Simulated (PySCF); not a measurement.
Sn(H)(Cl)(Me)2, SMILES [CH3][SnH]([CH3])[Cl] (C₂H₇ClSn) at its PBE0/def2-SVP optimised geometry (Å):

```
11

Sn    -0.2958    -0.7712     0.0000
C      1.8470    -0.7712     0.0000
C     -1.1443     1.1964     0.0000
Cl    -0.9512    -1.7562     2.0578
H     -0.9618    -1.7841    -1.2160
H      2.2221    -0.3034    -0.9222
H      2.2230    -1.8015     0.0605
H      2.2124    -0.2033     0.8669
H     -2.2230     1.1359     0.1986
H     -0.9830     1.6769    -0.9761
H     -0.6678     1.8015     0.7837
```

Level of theory: PBE0/def2-TZVP, def2 effective core potentials past Kr (PySCF). The core electrons that the potentials of Sn replace are not part of the density. Cells within 0.4 Å of a nucleus heavier than hydrogen are left out (blank, or x).

Map of the log10 of the electron density (e/bohr³), floored at −4 on the plane z = 0.0 Å:

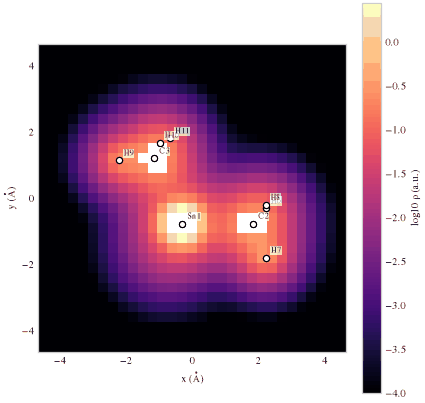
Log10 of the electron density (e/bohr³), floored at −4 on the plane z = 0.0 Å.
